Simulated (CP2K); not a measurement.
Consider formylketene at its PBE geometry (Å).

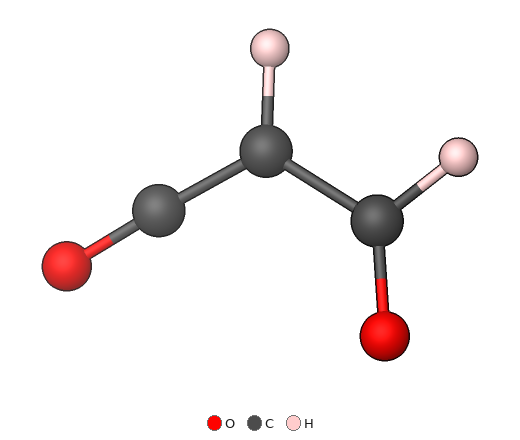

The molecule (oxygen red, carbon dark grey, hydrogen pink).

```xyz
7

O     2.1225   -0.4168   -1.2469
C     1.2923   -0.0547   -0.5121
C     0.3104    0.3291    0.3039
C    -1.0628   -0.1724    0.1481
O    -1.4524   -0.9678   -0.6995
H     0.5495    1.0315    1.0997
H    -1.7596    0.2512    0.9067
```

Method: CP2K XAS_TDP, all-electron GAPW, PBEh(45%), aug-cc-pVDZ, TDA, GW2X-corrected core level, no relativity.

Q: Predict the bright core excitations at the O K edge.

Leading lines: O1 533.19 eV and O5 531.12 eV. The leading line of an atom is its first one with 35 % of the strongest within 2.5 eV of its lowest line over the strength cut. Core ionisation energies at this level: O1 540.81 and O5 537.81 eV.

The first six lines of each atom with a strength over 0.0015:

```tsv
atom	energy (eV)	states	strength, one atom	above the computed threshold
O1 (bonded to C)	533.19	1	0.0421	
	535.57	1	0.0263	
	538.47	1	0.0022	
	540.46	1	0.0017	
	540.69	1	0.0038	
	540.70	1	0.0109	
O5 (bonded to C)	531.12	1	0.0403	
	537.59	1	0.0019	
	537.72	1	0.0023	
	537.94	1	0.0038	yes
	538.66	1	0.0019	yes
	538.97	1	0.0033	yes
```

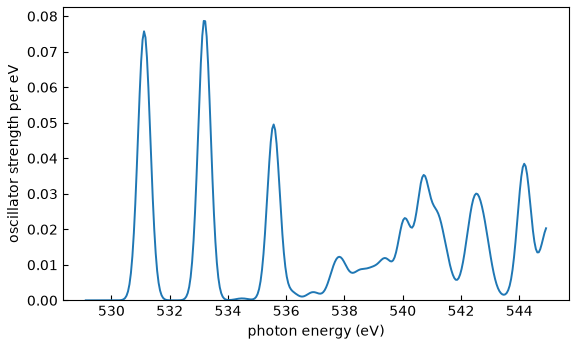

All atoms added, broadened by 0.5 eV.

Lines are vertical, at one geometry, with no vibrational structure. GW2X ionisation energies and lines can be off by 1 to 2 eV either way, and a good line position may hide errors that cancel. These values hold no scalar relativity, about 0.4 eV for O 1s. Rydberg lines, and the discretised continuum above threshold, depend on the basis and the box.

[Banner, clock and machine lines of the logs are left out without a mark of their own.]

[Logs are printed without paths, hosts, clocks, repeated set-up lines and the standing remarks that a program may print on its own settings, such as how far it seeks lower states.]

[Hosts, paths, dates, database ids (printed as entryN), source tags and the programs' standing remarks are cut or masked in the printed files.]
